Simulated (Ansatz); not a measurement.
**Converging the plane-wave cutoff: MoS2 (R3m, 3 atoms in the cell)**

```
MoS2
1.0
    1.60011     0.92382     6.51451
   -1.60011     0.92382     6.51451
    0.00000    -1.84765     6.51451
Mo S
1 2
Direct
  0.00234   0.00234   0.00234
  0.41294   0.41294   0.41294
  0.25330   0.25330   0.25330
```

Method: PBE (plane waves, PAW; Ansatz, a first-principles code).

Base settings: basis.ecutwfc = 420 eV; kpoints.mp_grid.grid = 9 9 9; hamiltonian.xc = pbe; hamiltonian.pseudopotentials = {kind: paw} (the program's default PAW files); scf.occupations.method = fermi_dirac; scf.occupations.width = 0.01 eV.

The second cell is the first with its lattice scaled by 0.98.

The mesh stays at the base's, so the ladder's end is converged at best in this setting alone.

The first pressure column holds Ansatz's estimate of the finite-basis (Pulay) stress, which hides part of the cutoff error; the other is without it.

Only quantities that move along the ladder and can be compared are tabulated.

The count of work is k-points × plane waves × bands × iterations; it is no time. 

The starting cell comes from a database of computed structures (which also holds hypothetical and non-ambient phases and stackings), without a prior relaxation at this level. Its lattice was rescaled by up to half a per cent. One atom was moved a little off its site on purpose. In the base run, forces exceed 1 eV/Å.

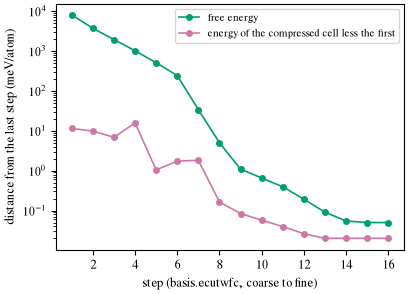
Fig. 1. Distance from the last step along the ladder; very small values are drawn at a floor.

| basis.ecutwfc | free energy less the last step's (meV/atom) | energy of the compressed cell less the first (meV/atom) | pressure (GPa) | pressure without the Pulay estimate (GPa) | largest difference of a force vector from the last step's (eV/Å) | count of work / last |
|---|---|---|---|---|---|---|
| 145 eV | 8080.79 | 15.83 | 1.53 | -197.66 | 0.682 | 0.081 |
| 170 eV | 3709.12 | 37.06 | -0.60 | -111.99 | 0.616 | 0.077 |
| 190 eV | 1943.61 | 20.38 | -2.57 | -68.60 | 0.378 | 0.095 |
| 210 eV | 1015.97 | 11.58 | -2.04 | -41.35 | 0.124 | 0.11 |
| 230 eV | 507.67 | 26.20 | -0.70 | -23.75 | 0.098 | 0.11 |
| 250 eV | 242.48 | 28.98 | -0.03 | -13.12 | 0.093 | 0.12 |
| 295 eV | 33.91 | 29.06 | -0.26 | -2.90 | 0.030 | 0.17 |
| 335 eV | 5.00 | 27.41 | -0.47 | -0.90 | 0.004 | 0.19 |
| 380 eV | 1.09 | 27.33 | -0.48 | -0.52 | 0.001 | 0.23 |
| 420 eV | 0.65 | 27.30 | -0.48 | -0.50 | 0.001 | 0.28 |
| 460 eV | 0.39 | 27.28 | -0.48 | -0.50 | 0.001 | 0.31 |
| 505 eV | 0.19 | 27.27 | -0.48 | -0.49 | 0.001 | 0.35 |
| 565 eV | 0.09 | 27.26 | -0.49 | -0.49 | 0.000 | 0.42 |
| 630 eV | 0.05 | 27.25 | -0.49 | -0.49 | 0.000 | 0.50 |
| 735 eV | 0.03 | 27.25 | -0.49 | -0.49 | 0.000 | 0.61 |
| 840 eV | 0.01 | 27.25 | -0.49 | -0.49 | 0.000 | 0.75 |
| 1010 eV | 0.00 | 27.24 | -0.49 | -0.49 | 0.000 | 1.0 |

Coarsest basis.ecutwfc that holds the free energy within 2 meV/atom of the last step, with all finer ones: 380 eV, at 0.23 of the last step's count of work; the step before is off by 5.0 meV/atom.

Coarsest basis.ecutwfc that holds the forces within 0.02 eV/Å of the last step, with all finer ones: 335 eV, at 0.19 of the last step's count of work; the step before is off by 0.030 eV/Å.

Coarsest basis.ecutwfc that holds the pressure without the Pulay estimate within 0.5 GPa of the last step, with all finer ones: 335 eV, at 0.19 of the last step's count of work; the step before is off by 2.4 GPa.

The energy difference between the two cells stays within 1 meV/atom of the last step's from 335 eV on, the total only from 420 eV on: much of the error is common to both cells and cancels.

Two neighbours can agree and both be off: 250 eV and 295 eV differ by 0.08 meV/atom in the energy of the compressed cell less the first, yet lie about 1.8 meV/atom from the last step.

At the lowest cutoff the pressure without the Pulay estimate lies 197 GPa under the last step's, the usual sign of Pulay stress in an incomplete plane-wave basis.

Keys are those of Ansatz 0.2.
